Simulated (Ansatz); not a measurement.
# Calculations on GaH4O2Cl

## 1. Relaxation

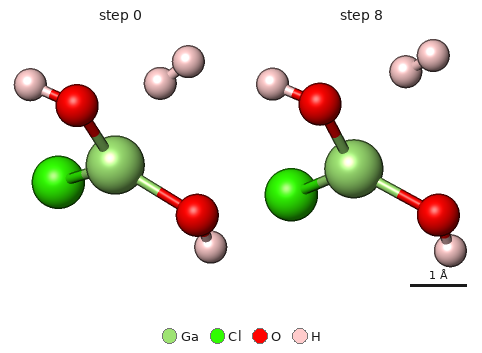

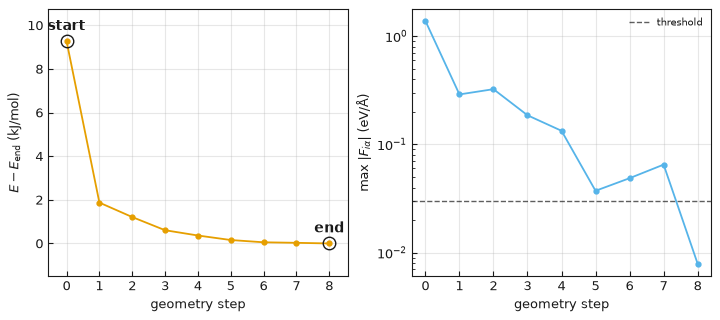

First and last geometry of a relaxation of GaH₄O₂Cl, with the history of the run. A ball-and-stick model, seen from a free direction.

The run prepares an end point of a later path (reaction) calculation, from a guessed geometry.

The calculation used RKS PBE/def2-SVP (Ansatz 0.2.0). Set-up: no spin polarisation; force threshold 0.03 eV/Å; at most 50 steps.

**What do the curves and the structures tell?**

It converged. The largest move after the best rigid fit is that of the Cl atom, 0.30 Å. Largest moves by element: Cl 0.30 Å, H 0.23 Å, Ga 0.09 Å, O 0.09 Å. Among the contacts that change: Cl–Ga 2.220 → 2.169 Å, H–H 0.724 → 0.770 Å. Over 8 geometry steps the energy falls by 9.28 kJ/mol. Largest force component: 1.4 eV/Å at the start, 0.0079 eV/Å at the end. Cost: 16 s on 2 threads of AMD EPYC 7R43 64-Core Processor (Zen 3), on a shared host, peak memory 0.15 GiB.

```csv
step,"E − E(0), kJ/mol","largest force component, eV/Å"
0,0.00,1.3862
1,-7.40,0.2899
2,-8.07,0.3243
3,-8.67,0.1860
4,-8.91,0.1337
5,-9.12,0.0373
6,-9.22,0.0488
7,-9.25,0.0651
8,-9.28,0.0079
```

Limits of the set-up: the start holds two separate molecules, 2.5 Å apart at their closest, whose relative position is a soft coordinate and is computed without a dispersion correction.

## 2. Relaxation

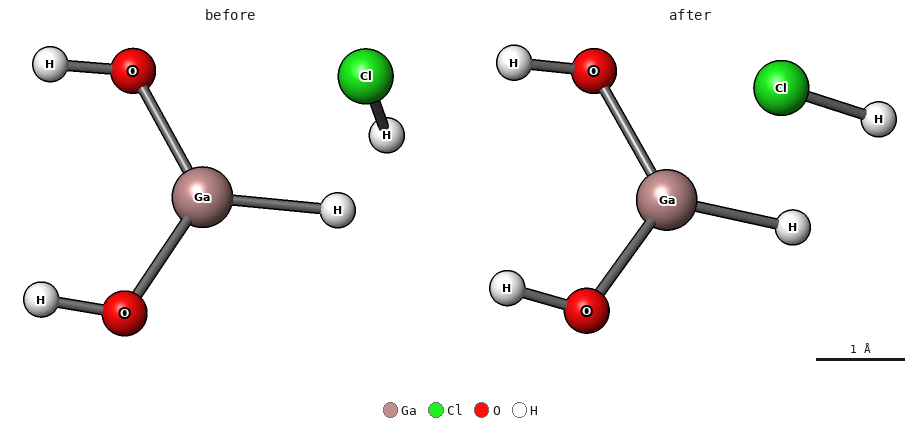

The structure of GaH4O2Cl before (left) and after (right) a relaxation, at one scale.

Style: ball-and-stick. Shown at a tilt.

The run prepares an end point of a later path (reaction) calculation, from a guessed geometry.

The calculation used RKS PBE/def2-SVP (Ansatz 0.2.0). Settings: no spin polarisation; force threshold 0.03 eV/Å; at most 50 steps.

Summarise the run.

Answer. The largest move after the best rigid fit is that of the Cl atom, 0.56 Å. Largest moves by element: Cl 0.56 Å, H 0.56 Å, Ga 0.09 Å, O 0.04 Å. Among the contacts that change: Cl–Ga 3.436 → 3.021 Å, Cl–H 1.342 → 1.299 Å, Ga–H 1.569 → 1.560 Å, Ga–O 1.800 → 1.808 Å. Bond angles that change, for instance: O–Ga–O 123.8° → 120.8°. After 9 accepted moves (10 points after the start) the energy has fallen by 8.87 kJ/mol. Largest force component: 0.69 eV/Å at the start, 0.021 eV/Å at the end. The line search rejected the trial step at point 1 of the run. Cost: 17 s on 2 threads of AMD EPYC 7R43 64-Core Processor (Zen 3), with other jobs on the host, peak memory 0.16 GiB.

## 3. Path

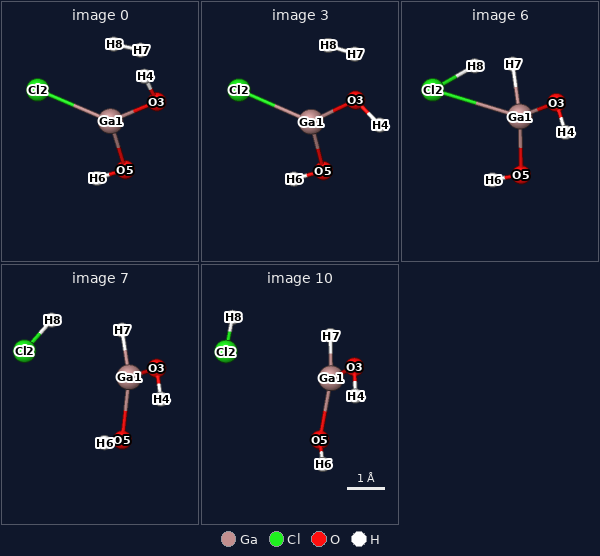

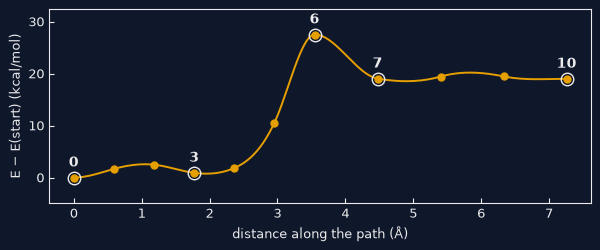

A nudged-elastic-band calculation for GaH₄O₂Cl, made up at the start of GaH$_{2}$O$_{2}$Cl and H2. Images are numbered from 0 (start) to 10 (end). The picture is a ball-and-stick view, seen from a free direction.

Theory: RKS PBE/def2-SVP in Ansatz 0.2.0. Settings: 9 movable images; climbing image; force threshold 0.03 eV/Å; iteration limit 60; starting path through a guess of the saddle point.

> What happens along the path, and what is the barrier?

Forward barrier 27.5 kcal/mol, backward barrier 8.5 kcal/mol, with image 6 at the top; the reaction energy is +19.0 kcal/mol. The profile has 3 maxima (images 2, 6, 9) with a dip at image 3 (+0.9 kcal/mol), so the process runs in steps. The path has more than one stage, and so few images may leave a stage unresolved. Breaking: Ga1–Cl2 (2.17 → 2.51 at the top → 3.02 Å), H7–H8 (0.77 → 1.12 at the top → 2.82 Å). Forming: Cl2–H8 (3.05 → 1.55 at the top → 1.30 Å), Ga1–H7 (2.88 → 1.71 at the top → 1.56 Å). The band converged in 26 iterations. The largest component of the band force went from 11 to 0.028 eV/Å. The climbing image converged on the top of the path. Its vibrational analysis gives one imaginary mode (694i cm⁻¹), as a transition state must have.

Limits of the set-up: the start holds two separate molecules, 2.8 Å apart at their closest, whose relative position is a soft coordinate and is computed without a dispersion correction.

The run took 5.6 min on 2 threads of AMD EPYC 7R43 64-Core Processor (Zen 3), with other jobs on the host, peak memory 0.15 GiB.
